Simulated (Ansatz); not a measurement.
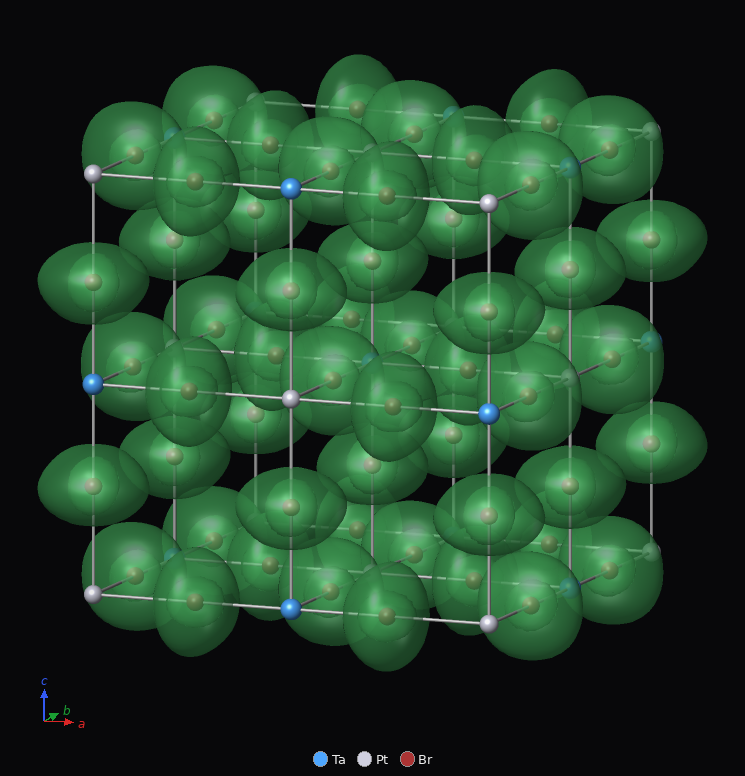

Figure. TaPtBr6. Isosurface of the electron localisation function at 0.75 (green), seen slightly off an axis. Core shells and regions of very low density are left out. Sticks mark near contacts.

Space group Fm-3m; a structure generated by program, which may or may not match a known phase; computed without spin polarisation.

Method: DFT PBE, scalar-relativistic, plane waves, PAW (Ansatz).

Core electrons are frozen (PAW), and the valence fields are smoothed inside the atomic spheres.

> Identify the bonds, lone pairs and shells in this picture.

The surface consists of 24 regions wrapped around Br (the valence shell of each), counted in one cell of 32 atoms. Regions shared between cells count once. Along the contacts the grid gives the following. Ta–Br (2.55 Å): the ELF is about 0.45 at the midpoint. Pt–Br (2.70 Å): the ELF is about 0.25 at the midpoint.
